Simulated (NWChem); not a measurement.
# SiN2H5OF (SMILES N[Si](N)(O)F) at HF/3-21G, part 2 of 2

NWChem 7.3.0. Earlier steps stand in the parts before.

## 3. The doublet cation: a geometry optimisation at UHF/3-21G

fh5n2osi.nw reads:

```
echo
start fh5n2osi
memory 2200 mb
charge 1

geometry noautosym
  N       -0.415800       1.495400      -0.024800
  Si       0.063400      -0.096400      -0.298300
  N       -0.488700      -1.065100       0.977800
  O        1.671000       0.022600      -0.585100
  F       -0.553900      -0.827100      -1.586600
  H       -1.328300       1.723100       0.327300
  H        0.046600       2.272000      -0.464100
  H       -0.741200      -2.027100       0.831100
  H       -0.238900      -0.873700       1.932500
  H        2.068800      -0.674900      -1.106900
end

basis spherical bse
  * library 3-21G
end

scf
  doublet
  uhf
  thresh 1e-07
  maxiter 80
  print low
end

driver
  maxiter 60
end

freq
  temp 3 298.15 600 900
end

task scf optimize
task scf frequencies
```

Started as:

```bash
$ nwchem fh5n2osi.nw > fh5n2osi.out
```

Output:

```text
============================== echo of input deck ==============================
echo
start fh5n2osi
memory 2200 mb
charge 1

geometry noautosym
  N       -0.415800       1.495400      -0.024800
  Si       0.063400      -0.096400      -0.298300
  N       -0.488700      -1.065100       0.977800
[... 6 lines of this table left out ...]
  H        2.068800      -0.674900      -1.106900
end

basis spherical bse
  * library 3-21G
end

scf
  doublet
  uhf
  thresh 1e-07
  maxiter 80
  print low
end

driver
  maxiter 60
end

freq
  temp 3 298.15 600 900
end

task scf optimize
task scf frequencies
================================================================================

             Northwest Computational Chemistry Package (NWChem) 7.3.0
             --------------------------------------------------------

           Job information
           ---------------

    nwchem branch   = 7.3.0
    use scalapack   = T
    input           = fh5n2osi.nw
    prefix          = fh5n2osi.
    data base       = ./fh5n2osi.db
    status          = startup
    nproc           =        1

           Memory information
           ------------------

    heap     =     72089598 doubles =      550.0 Mbytes
    stack    =     72089595 doubles =      550.0 Mbytes
    global   =    144179200 doubles =     1100.0 Mbytes (distinct from heap & stack)
    total    =    288358393 doubles =     2200.0 Mbytes
    verify   = yes
    hardfail = no

           Directory information
           ---------------------

  0 permanent = .
  0 scratch   = .

                                NWChem Input Module
                                -------------------

 Scaling coordinates for geometry "geometry" by  1.889725989
 (inverse scale =  0.529177249)

          ------
          auto-z
          ------
  no constraints, skipping    0.0000000000000000
  no constraints, skipping    0.0000000000000000

                             Geometry "geometry" -> ""
                             -------------------------

 Output coordinates in angstroms (scale by  1.889725989 to convert to a.u.)

  No.       Tag          Charge          X              Y              Z
 ---- ---------------- ---------- -------------- -------------- --------------
    1 N                    7.0000    -0.47072000     1.59902400     0.27411000
    2 Si                  14.0000     0.00848000     0.00722400     0.00061000
    3 N                    7.0000    -0.54362000    -0.96147600     1.27671000
[... 6 lines of this table left out ...]
   10 H                    1.0000     2.01388000    -0.57127600    -0.80799000

      Atomic Mass
      -----------

      N                 14.003070
      Si                27.976930
      O                 15.994910
      F                 18.998400
      H                  1.007825

 Effective nuclear repulsion energy (a.u.)     266.0847367973

            Nuclear Dipole moment (a.u.)
            ----------------------------
        X                 Y               Z
 ---------------- ---------------- ----------------
     0.0000000000    -0.0000000000    -0.0000000000

                                Z-matrix (autoz)
                                --------

 Units are Angstrom for bonds and degrees for angles

      Type          Name      I     J     K     L     M      Value
      ----------- --------  ----- ----- ----- ----- ----- ----------
    1 Stretch                  1     2                       1.68471
    2 Stretch                  1     6                       1.00423
    3 Stretch                  1     7                       1.00494
[... 273 lines left out ...]
         Total SCF energy =   -571.850476989012
[... 81 lines left out ...]
 Nuclear repulsion energy =    259.395236042461
[... 148 lines left out ...]
         Total SCF energy =   -571.862391178953
[... 84 lines left out ...]
 new step= 1.18                   predicted energy=   -571.864012
[... 139 lines left out ...]
      Two electron energy =    466.951907813381
[... 145 lines left out ...]
       Final UHF  results
[... 83 lines left out ...]
      Two electron energy =    467.423181251953
[... 145 lines left out ...]
       Final UHF  results
[... 86 lines left out ...]
     step= 1.00 grad=-1.6D-04 hess= 2.6D-05 energy=   -571.865658 mode=downhill
[... 139 lines left out ...]
      One electron energy =  -1300.712745620943
[... 104 lines left out ...]
@    8    -571.86615602 -3.8D-04  0.00635  0.00155  0.05309  0.14947     67.9
[... 125 lines left out ...]
      One electron energy =  -1301.099901241282
[... 122 lines left out ...]
            Nuclear Dipole moment (a.u.)
[... 103 lines left out ...]
 Nuclear repulsion energy =    261.292048918177
[... 148 lines left out ...]
         Total SCF energy =   -571.868986249836
[... 81 lines left out ...]
 Nuclear repulsion energy =    261.330987755994
[... 148 lines left out ...]
         Total SCF energy =   -571.869570973871
[... 85 lines left out ...]
 new step= 1.66                   predicted energy=   -571.869743
[... 140 lines left out ...]
      Two electron energy =    467.674410281480
[... 146 lines left out ...]
       Final UHF  results
[... 83 lines left out ...]
      Two electron energy =    467.668042698354
[... 146 lines left out ...]
       Final UHF  results
[... 87 lines left out ...]
     step= 1.00 grad=-1.4D-05 hess= 5.6D-06 energy=   -571.869802 mode=downhill
[... 140 lines left out ...]
      One electron energy =  -1300.870669726476
[... 104 lines left out ...]
@   19    -571.86982848 -2.6D-05  0.00039  0.00015  0.01477  0.03842    141.8
[... 125 lines left out ...]
      One electron energy =  -1300.748649650372
[... 121 lines left out ...]
         Total SCF energy =   -571.869904547932
[... 85 lines left out ...]
 new step= 2.14                   predicted energy=   -571.869934
[... 140 lines left out ...]
      Two electron energy =    467.725035532978
[... 146 lines left out ...]
       Final UHF  results
[... 83 lines left out ...]
      Two electron energy =    467.670054041799
[... 145 lines left out ...]
       Final UHF  results
[... 87 lines left out ...]
     step= 1.00 grad=-2.9D-05 hess= 1.6D-06 energy=   -571.870066 mode=restrict
[... 141 lines left out ...]
      One electron energy =  -1301.002494622435
[... 104 lines left out ...]
@   27    -571.87029661 -1.7D-04  0.00371  0.00080  0.07386  0.16839    192.8
[... 125 lines left out ...]
      One electron energy =  -1300.835764458555
[... 122 lines left out ...]
            Nuclear Dipole moment (a.u.)
[... 104 lines left out ...]
 Nuclear repulsion energy =    261.208407064613
[... 148 lines left out ...]
         Total SCF energy =   -571.870638626233
[... 137 lines left out ...]
         Total SCF energy =   -571.870638024277
[... 77 lines left out ...]
 Nuclear repulsion energy =    261.179313442482
[... 135 lines left out ...]
         Total SCF energy =   -571.870639499371
[... 127 lines left out ...]
         Total SCF energy =   -571.870639531506
[... 188 lines left out ...]
 stpr_wrt_fd_dipole: overwrite of existing file./fh5n2osi.fd_ddipole
[... 47 lines left out ...]
 d_dipole_x/<atom=   3,x> =    -0.4162     [   -1.9990]
[... 10 lines left out ...]
 d_dipole_x/<atom=   6,z> =    -0.0440     [   -0.2112]
[... 10 lines left out ...]
 d_dipole_x/<atom=  10,y> =    -0.0000     [   -0.0001]
[... 11 lines left out ...]
 d_dipole_y/<atom=   3,z> =     0.1060     [    0.5091]
[... 10 lines left out ...]
 d_dipole_y/<atom=   7,y> =     0.3074     [    1.4763]
[... 11 lines left out ...]
 Z vector of derivative dipole (au) [debye/angstrom]
[... 10 lines left out ...]
 d_dipole_z/<atom=   4,y> =    -0.0588     [   -0.2827]
[... 10 lines left out ...]
 d_dipole_z/<atom=   8,x> =    -0.0393     [   -0.1888]
[... 134 lines left out ...]
          MASS-WEIGHTED PROJECTED HESSIAN (Hartree/Bohr/Bohr/Kamu)
[... 11 lines left out ...]
              11           12           13           14           15           16           17           18           19           20
   ----- ----- ----- ----- -----
   11    3.84031D+00
   12   -2.38900D+00  1.47456D+01
   13   -6.32061D-01 -8.78725D-01  8.22075D+00
   14    3.70512D-01 -1.23760D-02  5.98761D+00  7.64006D+00
[... 15 lines of this table left out ...]
   30    1.02224D+01 -4.90381D+01 -4.40664D-01 -1.06290D-01 -4.52040D-01 -1.59071D-01  5.44902D-02  4.98107D-01  2.96032D-01 -3.81454D-01

              21           22           23           24           25           26           27           28           29           30
   ----- ----- ----- ----- -----
   21    1.12161D+02
   22    3.60249D-02  3.85736D+02
   23    2.78367D-01  7.38274D+01  4.66316D+01
   24    4.39210D-01 -1.26074D+02 -5.26003D+01  8.90800D+01
[... 5 lines of this table left out ...]
   30    1.41461D-01  4.62452D-02 -3.75804D-02  2.89383D-02  3.70958D-01  3.90014D-02  1.81137D-01 -2.56914D+02 -4.69838D+01  1.93689D+02

 center of mass
 --------------
 x =  -0.11366751 y =  -0.15272570 z =  -0.14563761

 moments of inertia (a.u.)
 ------------------
         493.842056541482          15.060923937256         -17.976779117981
          15.060923937256         473.460467692059          13.253213339942
         -17.976779117981          13.253213339942         516.952232421460

 Rotational Constants
 --------------------
 A=   0.131357 cm-1  (  0.188990 K)
 B=   0.120700 cm-1  (  0.173656 K)
 C=   0.114188 cm-1  (  0.164288 K)

 Temperature                      =   298.15K
 frequency scaling parameter      =   1.0000

 Zero-Point correction to Energy  =   46.291 kcal/mol  (  0.073769 au)
 Thermal correction to Energy     =   50.774 kcal/mol  (  0.080913 au)
 Thermal correction to Enthalpy   =   51.366 kcal/mol  (  0.081857 au)

 Total Entropy                    =   81.188 cal/mol-K
   - Translational                =   39.579 cal/mol-K (mol. weight =  96.0155)
   - Rotational                   =   26.279 cal/mol-K (symmetry #  =        1)
   - Vibrational                  =   15.329 cal/mol-K

 Cv (constant volume heat capacity) =   24.530 cal/mol-K
   - Translational                  =    2.979 cal/mol-K
   - Rotational                     =    2.979 cal/mol-K
   - Vibrational                    =   18.571 cal/mol-K

 Temperature                      =   600.00K
 frequency scaling parameter      =   1.0000

 Zero-Point correction to Energy  =   46.291 kcal/mol  (  0.073769 au)
 Thermal correction to Energy     =   59.941 kcal/mol  (  0.095522 au)
 Thermal correction to Enthalpy   =   61.133 kcal/mol  (  0.097421 au)

 Total Entropy                    =  103.400 cal/mol-K
   - Translational                =   43.052 cal/mol-K (mol. weight =  96.0155)
   - Rotational                   =   28.363 cal/mol-K (symmetry #  =        1)
   - Vibrational                  =   31.985 cal/mol-K

 Cv (constant volume heat capacity) =   34.763 cal/mol-K
   - Translational                  =    2.979 cal/mol-K
   - Rotational                     =    2.979 cal/mol-K
   - Vibrational                    =   28.804 cal/mol-K

 Temperature                      =   900.00K
 frequency scaling parameter      =   1.0000

 Zero-Point correction to Energy  =   46.291 kcal/mol  (  0.073769 au)
 Thermal correction to Energy     =   71.177 kcal/mol  (  0.113428 au)
 Thermal correction to Enthalpy   =   72.965 kcal/mol  (  0.116277 au)

 Total Entropy                    =  119.324 cal/mol-K
   - Translational                =   45.065 cal/mol-K (mol. weight =  96.0155)
   - Rotational                   =   29.571 cal/mol-K (symmetry #  =        1)
   - Vibrational                  =   44.688 cal/mol-K

 Cv (constant volume heat capacity) =   39.720 cal/mol-K
   - Translational                  =    2.979 cal/mol-K
   - Rotational                     =    2.979 cal/mol-K
   - Vibrational                    =   33.761 cal/mol-K

          -------------------------------------------------
          NORMAL MODE EIGENVECTORS IN CARTESIAN COORDINATES
          -------------------------------------------------
             (Projected Frequencies expressed in cm-1)

                    1           2           3           4           5           6

 P.Frequency       -0.00       -0.00       -0.00        0.00        0.00        0.00

           1    -0.04387     0.00692    -0.00478     0.01317    -0.01277    -0.16703
[... 28 lines of this table left out ...]
          30     0.01217    -0.05415     0.19888    -0.10253     0.01970     0.00349

                    7           8           9          10          11          12

 P.Frequency      108.92      191.79      208.47      245.53      329.81      339.73

           1    -0.02951     0.06097    -0.03180    -0.03078    -0.09753    -0.00643
[... 28 lines of this table left out ...]
          30     0.02229     0.08607     0.10660    -0.04596    -0.11756    -0.21755

                   13          14          15          16          17          18

 P.Frequency      368.69      442.93      620.31      672.69      806.19      826.73

           1     0.04497     0.01234     0.00072    -0.01162    -0.06236    -0.02307
[... 28 lines of this table left out ...]
          30    -0.19424    -0.30369     0.56222    -0.28918    -0.00182    -0.01148

                   19          20          21          22          23          24

 P.Frequency      864.00      921.88      967.73     1141.15     1215.49     1687.94

           1    -0.01235     0.01100    -0.10167    -0.02344     0.04169    -0.00134
[... 28 lines of this table left out ...]
          30     0.01737     0.10828     0.07714    -0.02757     0.08073     0.00157

                   25          26          27          28          29          30

 P.Frequency     1774.96     3509.68     3616.25     3714.13     3802.94     4018.26

           1     0.02729    -0.00026    -0.00013     0.02163    -0.06509     0.00052
[... 28 lines of this table left out ...]
          30    -0.00113     0.00443    -0.00129     0.00622     0.00076    -0.54866

 ----------------------------------------------------------------------------
 Normal Eigenvalue ||    Projected Derivative Dipole Moments (debye/angs)
  Mode   [cm**-1]  ||      [d/dqX]             [d/dqY]           [d/dqZ]
 ------ ---------- || ------------------ ------------------ -----------------
    1       -0.000 ||       0.006              -0.249             0.016
    2       -0.000 ||       0.284               0.161             0.108
    3       -0.000 ||      -0.361               0.141             0.331
[... 26 lines of this table left out ...]
   30     4018.259 ||       2.608               0.139            -1.373
 ----------------------------------------------------------------------------

 ----------------------------------------------------------------------------
 Normal Eigenvalue ||           Projected Infra Red Intensities
  Mode   [cm**-1]  || [atomic units] [(debye/angs)**2] [(KM/mol)] [arbitrary]
 ------ ---------- || -------------- ----------------- ---------- -----------
    1       -0.000 ||    0.002707           0.062         2.639       0.227
    2       -0.000 ||    0.005112           0.118         4.984       0.430
    3       -0.000 ||    0.011274           0.260        10.991       0.948
[... 26 lines of this table left out ...]
   30     4018.259 ||    0.377313           8.705       367.823      31.714
 ----------------------------------------------------------------------------

 vib:animation  F

 Task  times  cpu:       15.9s     wall:       15.9s
 Total times  cpu:      246.6s     wall:      246.6s
```

Run time: 4.1 min. Hardware: 1 thread of Intel Xeon Platinum 8488C (Sapphire Rapids), shared host; peak memory 0.12 GiB.

The path in brief:

```csv
step,energy from the first frame kept (eV)
0,0.0000
2,-1.1141
4,-1.1793
6,-1.1993
8,-1.2165
10,-1.2676
12,-1.2993
14,-1.3141
16,-1.3152
18,-1.3157
20,-1.3172
22,-1.3193
24,-1.3206
26,-1.3247
28,-1.3342
30,-1.3383
32,-1.3385
34,-1.3385
```

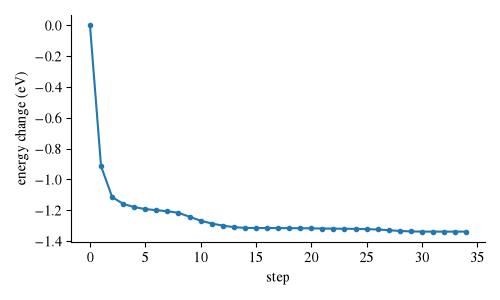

Energy along the run.

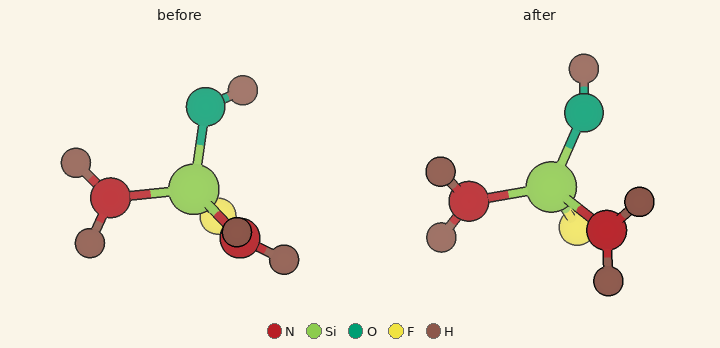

Before and after, at one scale.

After the run. Bond lengths: N1–Si2 1.676 Å, Si2–N3 1.894 Å, Si2–O4 1.606 Å, Si2–F5 1.598 Å, N1–H6 1.004 Å, N1–H7 1.004 Å, N3–H8 1.018 Å, N3–H9 1.020 Å, O4–H10 0.959 Å. Some angles: N1–Si2–N3 110.0°, N1–Si2–O4 120.7°, N1–Si2–F5 112.7°, N3–Si2–O4 95.1°, N3–Si2–F5 98.6°, O4–Si2–F5 115.3°, Si2–N1–H6 123.1°, Si2–N1–H7 123.9°, Si2–N3–H8 126.1°, Si2–N3–H9 119.6°.

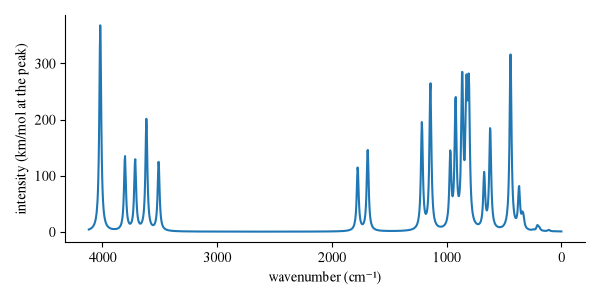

Harmonic infrared spectrum, unscaled, lines broadened by 10 cm⁻¹.

## 4. What came out

The summary covers parts 1 to 2.

At HF/3-21G:

| quantity | value |
| --- | --- |
| run 1, HF/3-21G: total energy at the end | -572.15785 Eh |
| run 1, HF/3-21G: lowest harmonic wavenumber | 166 cm⁻¹ |
| run 1, HF/3-21G: highest harmonic wavenumber | 4020 cm⁻¹ |
| run 1, HF/3-21G: zero-point energy | 198.7 kJ/mol |
| doublet cation: total energy at the end | -571.87064 Eh |
| doublet cation: ⟨S²⟩ | 0.759 |
| doublet cation: lowest harmonic wavenumber | 109 cm⁻¹ |
| doublet cation: highest harmonic wavenumber | 4018 cm⁻¹ |
| doublet cation: zero-point energy | 193.7 kJ/mol |
| adiabatic ionisation energy (to the doublet cation, no zero-point term) | 7.815 eV |

What this shows: The adiabatic ionisation energy (to the doublet cation, no zero-point term) is 7.82 eV (180 kcal/mol). All 24 modes (run 1, HF/3-21G) are real, so the shape is a minimum at this level. The optimisation (run 1, HF/3-21G) took 18 steps and changed the energy by -0.167 eV. All 24 modes (doublet cation) are real, so the shape is a minimum at this level. The optimisation (doublet cation) took 35 steps and changed the energy by -1.339 eV.
